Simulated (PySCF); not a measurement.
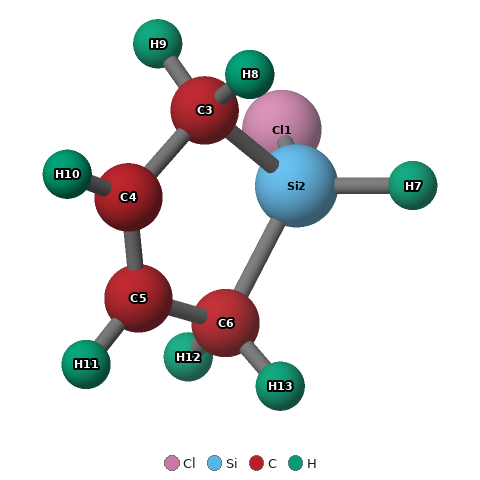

Structure of C₄H₇ClSi, SMILES Cl[SiH]1CC=CC1.

GIAO shifts, PBE0/pcSseg-1, PySCF 2.14.0, at a GFN2-xTB geometry (no frequency check), against HCl for ³⁵Cl computed at the same level (Cl: the usual scale starts at aqueous chloride instead). Gas phase, fully decoupled, line heights follow the number of nuclei, widths are arbitrary (no quadrupolar broadening); values of one conformer, averaged over methyl-type rotors and exact or near symmetry.

How many ³⁵Cl lines appear, and where?

1 signal.


| δ (ppm) | nuclei | atoms |
| --- | --- | --- |
| −21.3 | 1 | Cl1 |

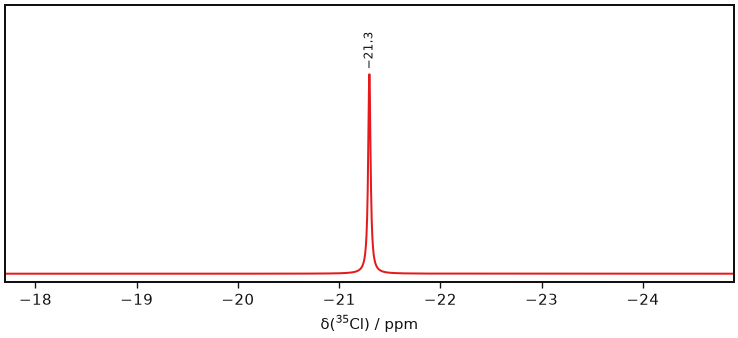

Note: the tight-binding geometry is rougher than a DFT one and adds to the error.
